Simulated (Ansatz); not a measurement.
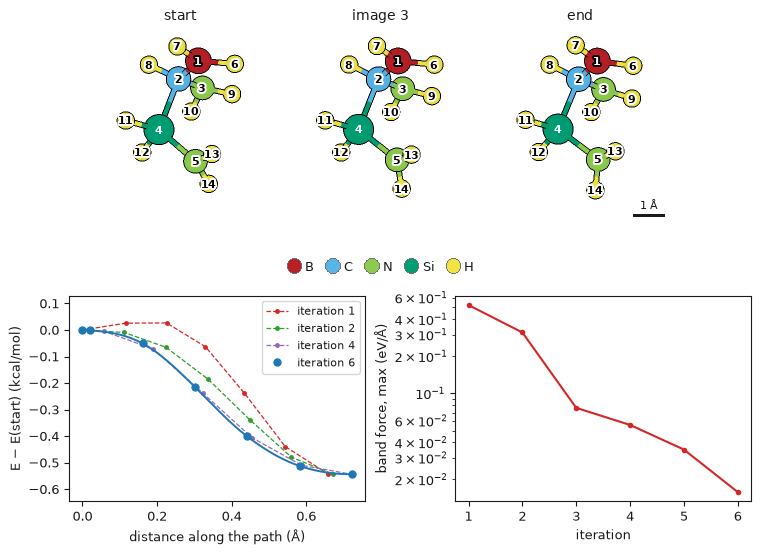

A search for the minimum-energy path of CH9BN2Si by the nudged elastic band. Images are numbered from 0 (start) to 6 (end). The plot follows the band through its iterations. The picture is a ball-and-stick view, seen from a free direction.

Theory: RKS B3LYP-D4/def2-SVP in Ansatz.

The input:
```yaml
crystal:
  periodic: [false, false, false]
  atoms:
    - { symbol: B, position_ang: [-1.67988, 0.302414, 0.295595] }
    - { symbol: C, position_ang: [-0.777453, -0.767677, -0.294504] }
    - { symbol: "N", position_ang: [-0.465063, -0.775398, -1.710282] }
    - { symbol: Si, position_ang: [0.825065, -0.342195, 0.768772] }
    - { symbol: "N", position_ang: [1.476741, 1.24782, 0.592378] }
    - { symbol: H, position_ang: [-1.854976, 1.352889, -0.281356] }
    - { symbol: H, position_ang: [-2.133644, 0.160933, 1.406208] }
    - { symbol: H, position_ang: [-0.991152, -1.785144, 0.087949] }
    - { symbol: H, position_ang: [-0.50267, 0.159288, -2.111721] }
    - { symbol: H, position_ang: [0.444114, -1.182071, -1.926976] }
    - { symbol: H, position_ang: [0.602735, -0.688353, 2.20275] }
    - { symbol: H, position_ang: [1.847623, -1.252826, 0.173097] }
    - { symbol: H, position_ang: [1.006382, 2.082905, 0.922919] }
    - { symbol: H, position_ang: [2.189278, 1.458215, -0.096028] }
basis:
  gaussian: { orbitals: def2-SVP }
hamiltonian:
  xc: b3lyp
  dispersion: d4
neb:
  order_check: false
  images: 5
  f_tol: 0.03
  max_iterations: 60
  initial_path: idpp
  final_atoms:
    - { symbol: B, position_ang: [-1.68323866, 0.2809611, 0.33767315] }
    - { symbol: C, position_ang: [-0.79253274, -0.77004379, -0.30306336] }
    - { symbol: "N", position_ang: [-0.49447431, -0.74235619, -1.71938005] }
    - { symbol: Si, position_ang: [0.81960024, -0.33193531, 0.73966981] }
    - { symbol: "N", position_ang: [1.39689478, 1.25142582, 0.32973333] }
    - { symbol: H, position_ang: [-1.84235812, 1.36007675, -0.1890466] }
    - { symbol: H, position_ang: [-2.13291336, 0.09229526, 1.44226876] }
    - { symbol: H, position_ang: [-0.98792389, -1.7972778, 0.05852579] }
    - { symbol: H, position_ang: [-0.46379619, 0.21188258, -2.0736363] }
    - { symbol: H, position_ang: [0.39315601, -1.18649393, -1.95165365] }
    - { symbol: H, position_ang: [0.63140182, -0.62493154, 2.19579267] }
    - { symbol: H, position_ang: [1.84890105, -1.27608158, 0.21153407] }
    - { symbol: H, position_ang: [0.89647844, 2.08123855, 0.63412239] }
    - { symbol: H, position_ang: [2.39790493, 1.4220401, 0.31626098] }
```

Run as
```bash
ansatz run input.yaml --threads 2 --pin off --max-ram 3072MiB --backend cpu --events-out ev --progress --plain --runs-dir out
```

> How did the profile develop, and is the result final?

The run is converged, with reservations. The band converged in 6 iterations. The largest component of the band force went from 0.52 to 0.016 eV/Å. The first iteration put the highest image at 0.03 kcal/mol. No barrier shows: the energy is highest at the start, and the end lies 0.54 kcal/mol below the start.
